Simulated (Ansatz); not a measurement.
C$_{2}$H$_{4}$F$_{3}$InO (SMILES FC(F)(F)C[O][InH2])

```yaml
atoms:
  - { symbol: C, position_ang: [-0.3471, -0.8271, 0.9790] }
  - { symbol: C, position_ang: [-0.9290, 0.4376, 0.3768] }
  - { symbol: F, position_ang: [0.3001, -0.6152, 2.1178] }
  - { symbol: F, position_ang: [-1.2695, -1.7604, 1.1892] }
  - { symbol: F, position_ang: [0.5694, -1.3648, 0.1151] }
  - { symbol: In, position_ang: [1.3409, 0.6894, -1.5015] }
  - { symbol: O, position_ang: [0.0617, 1.2938, -0.0253] }
  - { symbol: H, position_ang: [-1.5645, 0.8937, 1.1603] }
  - { symbol: H, position_ang: [-1.6128, 0.0962, -0.4320] }
  - { symbol: H, position_ang: [2.9205, 1.2647, -1.1909] }
  - { symbol: H, position_ang: [0.5304, -0.1079, -2.7884] }
```

Geometry: PBE0-D4/def2-SVP; core potentials replace the inner electrons of In.

Level of theory: isolated molecule in a Gaussian basis; Kohn-Sham density functional theory, functional PBE0 in Ansatz 0.2.0.

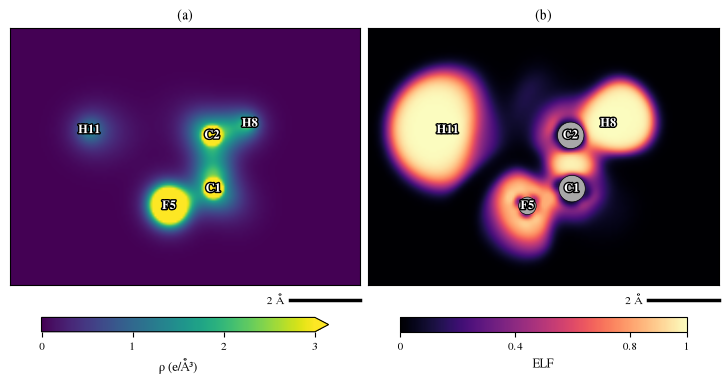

Figure 1. (a) electron density; (b) ELF on the plane of atoms C1, C2 and H8. Grey discs cover the atomic cores in the ELF map.

Question: Describe what can be read from this map.

Answer:
- Atoms in the plane: C, F and H.
- C–C (1.52 Å): ρ is about 1.8 e/Å³ halfway; the ELF peaks at about 1 between the atoms; a shared electron pair.
- C–H (1.11 Å): ρ is about 2 e/Å³ halfway; the ELF climbs to about 1 towards the hydrogen, as it does in any bond to H: a covalent bond by its length.
- C–F (1.37 Å): ρ is about 2.2 e/Å³ halfway, with its minimum of 1.7 e/Å³ about 0.5 Å from C; the ELF peaks at about 0.85 between the atoms; a polar covalent bond.
- The ELF also peaks beside F5, away from the bonds: lone-pair regions.

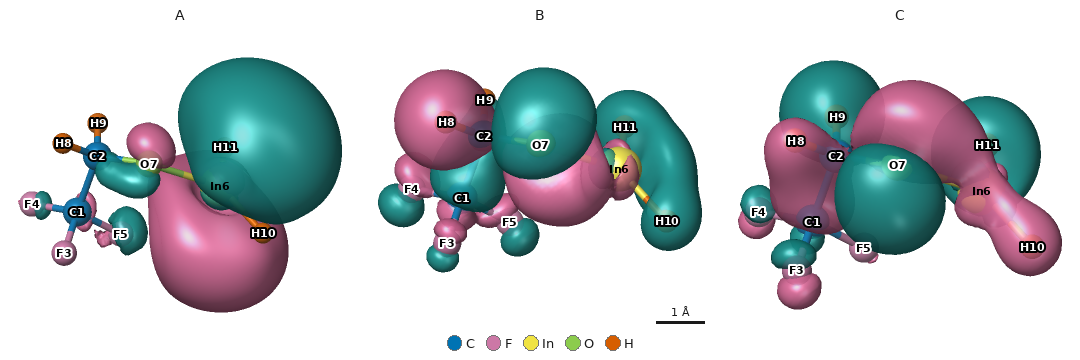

Figure 2. Three frontier orbitals at ±0.06 Å⁻³ᐟ² (teal and pink are the two phases), in no order.

Question: Which picture is the HOMO−1, the HOMO and the LUMO?

Answer: B is the HOMO−1 (−8.17 eV). By Hirshfeld shares it lies mainly on O7 (about 60 %), In6 (about 10 %), C2 (about 10 %) and H8 (about 5 %). C is the HOMO (−7.82 eV). Its weight (Hirshfeld) is mainly on O7 (about 60 %), C2 (about 10 %), In6 (about 10 %) and H9 (about 10 %). A is the LUMO (−1.52 eV). It lies mainly on In6 (about 80 %).

Question: What is the HOMO–LUMO gap?

Answer: 6.30 eV between the orbital energies.

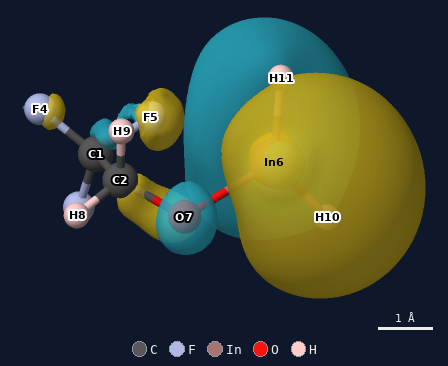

Figure 3. The LUMO at ±0.06 Å⁻³ᐟ² (yellow and cyan are the two phases), seen from one side.

Question: Describe this orbital and give its energy.

Answer: Its weight (Hirshfeld) is mainly on In6 (about 80 %). Its energy is −1.52 eV.
